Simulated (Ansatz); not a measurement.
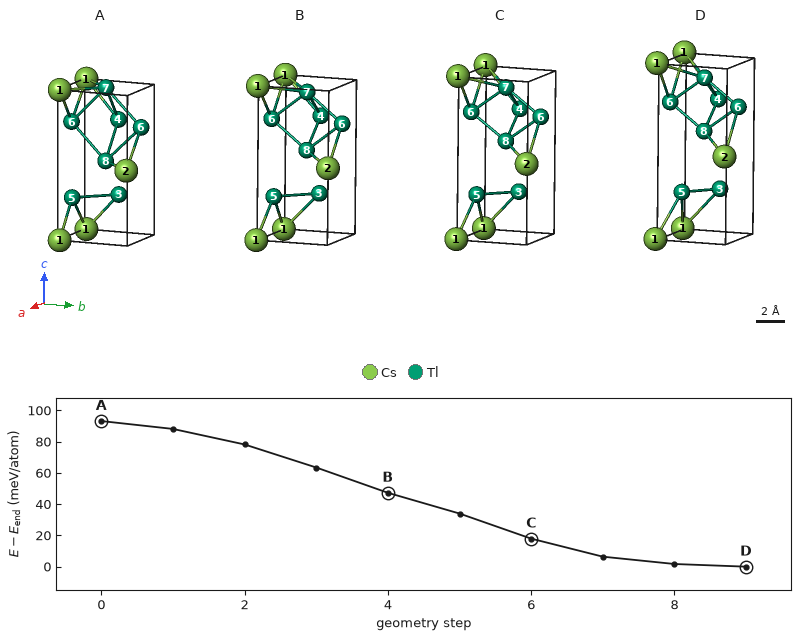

Frames of a relaxation of crystalline CsTl$_{3}$ (a generated structure, set up in P1) (coarse preliminary run), marked on the history of the run. The picture is a ball-and-stick view of the cell of the calculation, seen slightly off an axis.

Method: Ansatz, DFT PBE, scalar-relativistic, plane waves, PAW. Settings: plane-wave cutoff 420 eV; k-point mesh 4 × 4 × 2; occupations gaussian; smearing width 0.2 eV; no spin polarisation; cell and atoms relaxed; force threshold 0.025 eV/Å; at most 60 steps.

Question: What happens along the run?

Answer: The run was cut off at its time limit before the relaxation converged, so the last structure is only a point on the way. Over 9 geometry steps the energy falls by 93.2 meV per atom. Largest force component: 0.31 eV/Å at the start, 0.027 eV/Å at the end. The pressure goes from 0.41 to 0.04 GPa. The largest move relative to the cell is that of Tl7, 1.22 Å along [0 −1 −2]. Largest moves by element: Tl 1.22 Å, Cs 0.34 Å. The drawn cell changes as follows: a 5.326 → 5.196 Å (−2.4 %), b 5.348 → 5.211 Å (−2.6 %), c 10.885 → 12.737 Å (+17.0 %), α 91.1° → 90.0°, γ 89.4° → 91.5°; the volume changes by +11.2 %. Near-neighbour distances that change, for instance: Cs1–Tl3 3.674 → 4.437 Å, Cs1–Tl5 3.788 → 4.532 Å, Cs2–Tl5 3.863 → 4.544 Å, Tl4–Tl7 3.866 → 3.241 Å. Among the angles between lasting bonds that change: Cs2–Tl8–Cs2 176.8° → 141.3°, Cs2–Tl8–Cs2 175.8° → 142.3°, Cs1–Tl5–Cs2 178.0° → 147.4°. The space group stays P1 (No. 1). From step 0 to 4: Tl7 moves most (0.63 Å), volume +4.7 %, energy −45.9 meV per atom. From step 4 to 6: Tl7 moves most (0.31 Å), volume +2.7 %, energy −29.4 meV per atom. From step 6 to 9: Tl5 moves most (0.56 Å), volume +3.5 %, energy −18.0 meV per atom.

| step | E − E(0), meV/atom | largest force component, eV/Å | pressure, GPa | volume, Å³/atom |
| --- | --- | --- | --- | --- |
| 0 | 0.00 | 0.3136 | 0.41 | 38.750 |
| 1 | -5.05 | 0.1187 | 0.20 | 39.229 |
| 2 | -15.00 | 0.2461 | -0.04 | 40.093 |
| 3 | -29.75 | 0.3145 | -0.03 | 40.428 |
| 4 | -45.94 | 0.2551 | 0.14 | 40.567 |
| 5 | -59.22 | 0.0878 | 0.30 | 41.085 |
| 6 | -75.29 | 0.0978 | 0.21 | 41.650 |
| 7 | -86.84 | 0.1174 | 0.24 | 42.218 |
| 8 | -91.53 | 0.0401 | 0.13 | 42.612 |
| 9 | -93.24 | 0.0275 | 0.04 | 43.094 |
